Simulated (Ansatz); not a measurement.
The figure comes from a scan of PtS2 (CdI2 type): one S atom of a 3-atom cell moves by u along (1.00, 0.00, 0.00) and v along (0.00, 0.00, 1.00). Method: PBE-D3(BJ) (plane waves to 420 eV, PAW, scalar-relativistic; Ansatz, an electronic-structure program). k mesh 12×12×8 (Γ-centred), Fermi-Dirac smearing 0.05 eV. Energies are smeared free energies. Points where atoms come too close for the PAW data are left out (x in tables, blank in figures). With partly filled bands, energies and forces of such displacements shift with the k mesh and the smearing. At this level the bands of PtS2 touch or barely overlap; measurements give the solid a gap. PtS2 is run without spin polarisation. PtS2 was relaxed with its symmetry unable to fall. Spin-orbit coupling is left out, though Pt is heavy. The PAW data are Ansatz's earlier set. The zero of ΔE is the undisplaced structure. Axes are in Å.

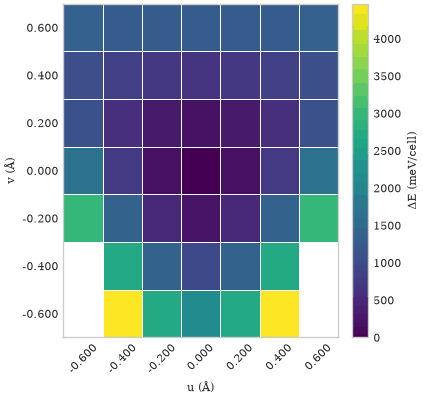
Fig. 1. ΔE (meV/cell), one tile a computed point.

**Question.** Read the plotted values off the figure, to the accuracy that the plot allows.

**Answer.** To the nearest 500:

ΔE (meV/cell), with u across and v down:

```tsv
v \ u	-0.600	-0.400	-0.200	0.000	0.200	0.400	0.600
-0.600	x	4500	2500	2000	2500	4500	x
-0.400	x	2500	1500	1000	1500	2500	x
-0.200	3000	1500	500	0	500	1500	3000
0.000	1500	500	0	0	0	500	1500
0.200	1000	500	500	0	500	500	1000
0.400	1000	1000	500	500	500	1000	1000
0.600	1500	1500	1500	1500	1500	1500	1500
```

(For displaced atoms, the force is minus the slope of the energy, and its curvature is a force constant, which sets phonon frequencies.)
